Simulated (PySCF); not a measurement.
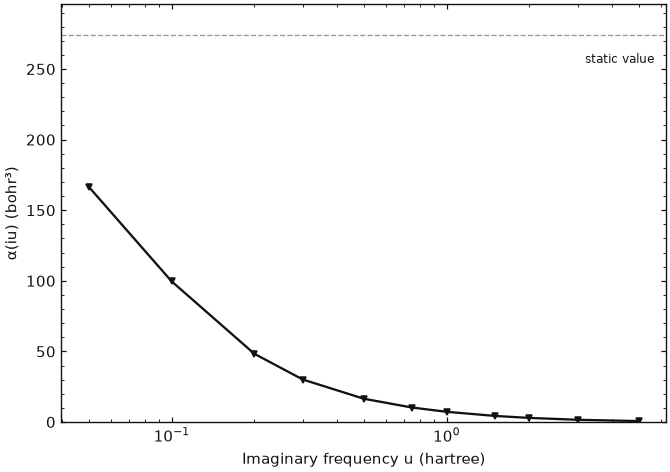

Dipole polarisability at imaginary frequency of Pt⁻ ([Xe] 4f¹⁴ 5d⁹ 6s²). Coupled response at the HF level; PySCF, aug-cc-pVTZ-PP plus 1 diffuse shell for each l with a 60-electron core potential, unrestricted single determinants, no spin-orbit coupling.

Give the static polarisability, its fall-off and C₆.

Answer. The static dipole polarisability is 274 bohr³; α(iu) falls to half of it near u = 0.068 hartree. The Casimir–Polder integral gives C₆ = 4060 hartree bohr⁶ for two such species.
